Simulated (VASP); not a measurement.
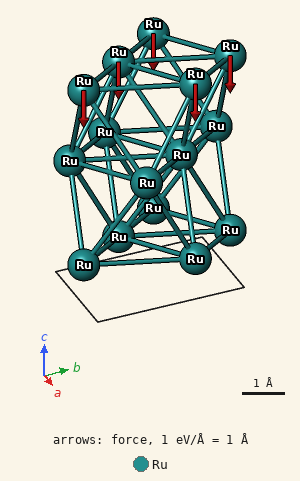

Starting geometry of a slab of composition Ru with the computed forces as red arrows. Style: ball-and-stick. Shown: the cell of the calculation, outlined in the plane, without the vacuum, slightly off an axis.

The run lets the atoms move in a fixed cell. 3 atoms are held fixed.

The calculation used Kohn-Sham DFT of a periodic cell, RPBE, VASP PAW PBE potentials, recommended in VASP.

The input:
```
PREC = Normal
ENCUT = 450
EDIFF = 1E-6
ISMEAR = 1
SIGMA = 0.1
LREAL = Auto
LASPH = True
NELM = 80
ALGO = Normal
ISIF = 2
LWAVE = False
LCHARG = False
LDIPOL = True
IDIPOL = 3
DIPOL = 0.5 0.5 0.500
GGA = RP
IBRION = 2
NSW = 90
EDIFFG = -0.03
KPAR = 4
```

Command:
```bash
cat potpaw_PBE.64/Ru_pv/POTCAR > POTCAR
mpirun -np 4 vasp_std > vasp.out
```

Is this structure relaxed? If not, where do the atoms go?

Answer. It isn't relaxed: the largest force vector, on Ru atoms, is 0.94 eV/Å. The atoms end up moving mostly along the starting forces (cosine between the two patterns 0.89). The largest moves, 0.16 Å, are those of Ru atoms. The cell stays as it was. Near-neighbour distances that change, for instance: Ru–Ru 2.674 → 2.609 Å. After 6 geometry steps the energy has fallen by 0.237 eV per cell of the calculation. Largest force component: 0.94 eV/Å at the start, 0.029 eV/Å at the end.
